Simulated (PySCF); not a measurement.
## A study: CH₂O, triplet, SMILES `[CH2][O]`

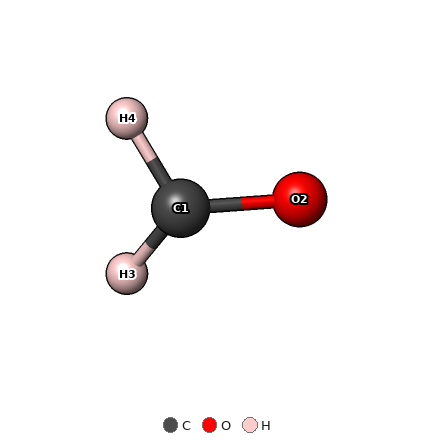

The molecule, with its atoms numbered as below. No frequency check shows the geometry to be a minimum.

Geometry (Å), atoms numbered from 1:

```
C1       0.5652   -0.0000    0.1190
O2      -0.7007    0.0000   -0.0268
H3       1.1071    0.8876   -0.2500
H4       1.1072   -0.8873   -0.2500
```

### 1. Bonding charge

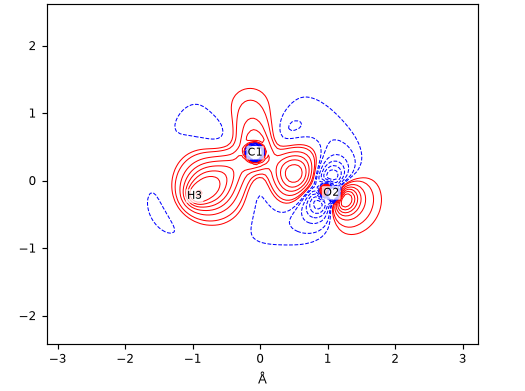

Deformation density (molecule less spherical, spin-averaged free atoms) in the plane of C1, O2 and H3; contours at ±0.05 to ±0.8 e/Å³; solid red lines: gain, dashed blue lines: loss.

Method: CAM-B3LYP/def2-SVPD; geometry: GFN2-xTB; program: PySCF. The stability of the open-shell solution wasn't checked. GFN2-xTB doesn't know the spin state, so this open-shell geometry is rough.

Question: Describe the bonding that the map shows.

Answer: C1–H3: +0.63 e/Å³ at the bond critical point (bond length 1.10 Å). C1–O2: +0.35 e/Å³ at the bond critical point (bond length 1.27 Å). In all, 0.8 electrons gather in the regions of gain relative to the promolecule.

Question: Where do the Hirshfeld charges lie?

Answer: The highest Hirshfeld charge is on H3 and H4 (+0.07 e), the lowest on O2 (−0.08 e).

| atom | charge (e) |
| --- | --- |
| C1 | −0.07 |
| O2 | −0.08 |
| H3 | +0.07 |
| H4 | +0.07 |

### 2. Local ionisation energy

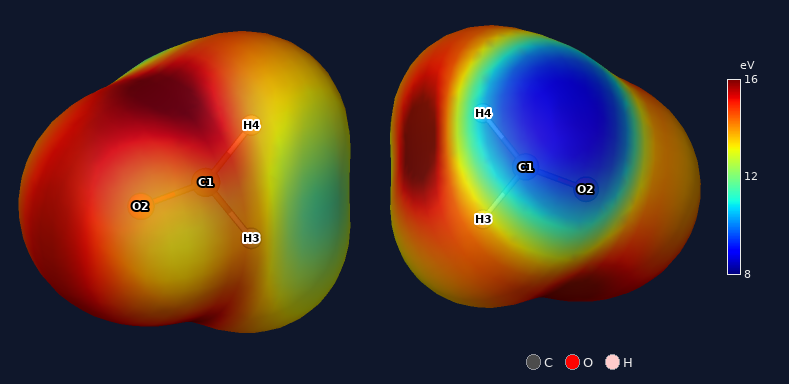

Average local ionisation energy on the surface of electron density 0.001 a.u. (back view left, front view right).

Question: Locate the minima of the map.

Answer: The lowest value is 8.8 eV, 2.1 Å from C1. Further minima include 11.4 eV, near H4 (1.75 Å) and H3 (1.84 Å), over C1 (2.1 Å); 13.5 eV, 1.8 Å from O2. For comparison, the highest occupied orbital lies at −7.2 eV.

Question: What volume does the surface enclose, and what is the dipole moment?

Answer: About 46 Å³; the dipole moment is 1.6 D.

### 3. Spin density

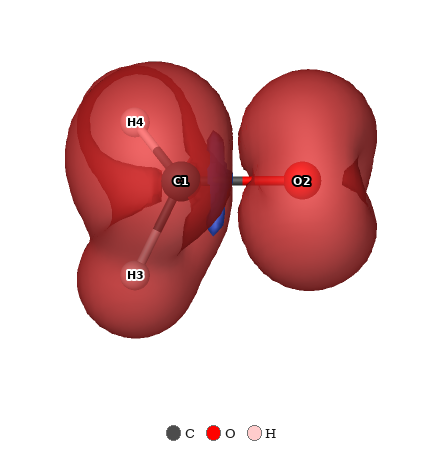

Spin density ρα − ρβ at ±0.03 e/Å³ (red: excess α, blue: excess β).

Question: Give the atomic spin populations that go with this picture.

Answer: Hirshfeld spin populations: O2 +0.99, C1 +0.72 and H3 and H4 +0.15. ⟨S²⟩ = 2.01, against 2.00 for a pure state.

### 4. In an electric field

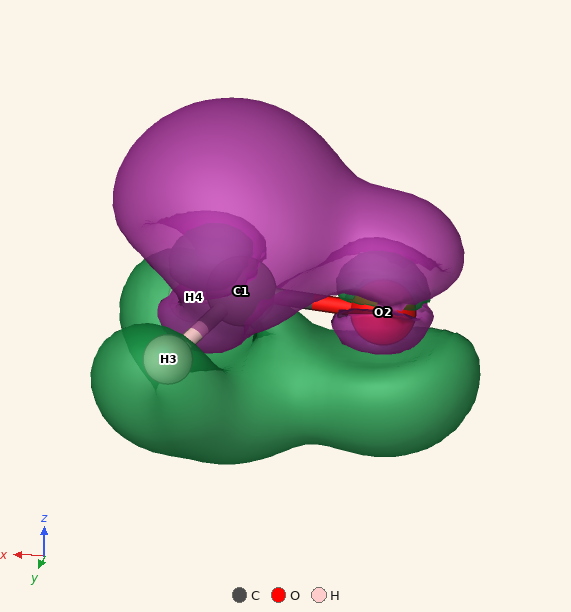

Change of the electron density in a uniform field of 0.21 V/Å, surfaces at ±0.0008 e/Å³ (green: gain, purple: loss).

PySCF calculation, TPSS/6-31+G*, gas phase; geometry: GFN2-xTB. The basis has diffuse s and p functions alone, which still leaves polarisabilities too small, most of all across bonds. The stability of the open-shell solution wasn't checked. GFN2-xTB doesn't know the spin state, so this open-shell geometry is rough.

Question: Along which Cartesian direction does the field point?

Answer: Along +z: electrons gather on the −z side, against the field.

Question: How large is the response?

Answer: The induced dipole is 0.15 D (along the field); α along this axis, from the fields in both directions, is 15 bohr³ (2.3 Å³).

Question: Which atoms gain and lose the most charge?

Answer: Electrons gather most on H3 and H4 alike (Hirshfeld charge changes by −0.002 e) and leave C1 most (+0.006 e); 0.017 electrons are displaced in all.
